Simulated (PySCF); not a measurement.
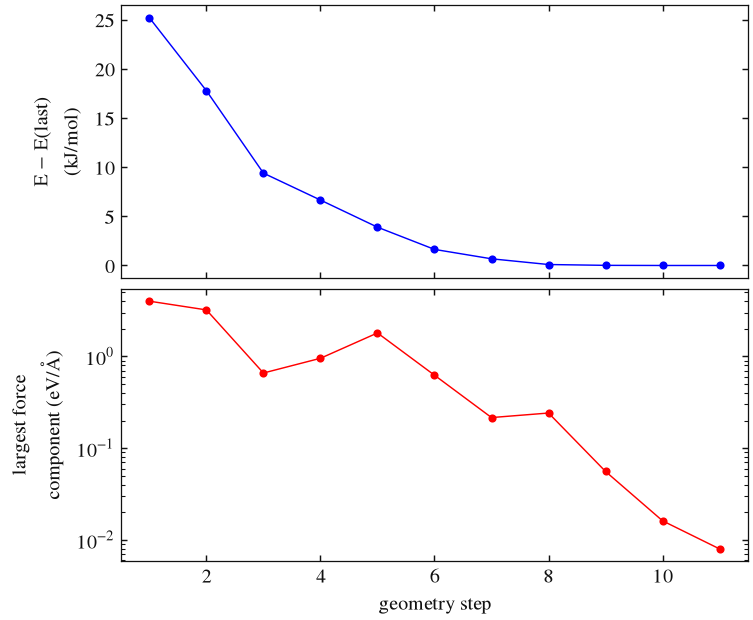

History of a geometry optimisation. The start has point group Cs, which is kept. A held symmetry can leave a saddle point.

The run: PdN2- molecule (charge −1), multiplicity 2, by PySCF 2.14.0, UKS-based PBE, Pd def2-SVPD with ECP28, N def2-SVPD; non-relativistic Hamiltonian with scalar-relativistic core potentials; density fitting.

> How did it end, and what did it gain?

The optimisation met its thresholds at geometry 11, counting the start as the first. The energy fell by about 25 kJ/mol from the first step to the last. The largest force component goes from about 4 eV/Å at the start to 8 × 10⁻³ eV/Å at the end.

> By which step was nine tenths of the energy gained?

By step 6 of 11.
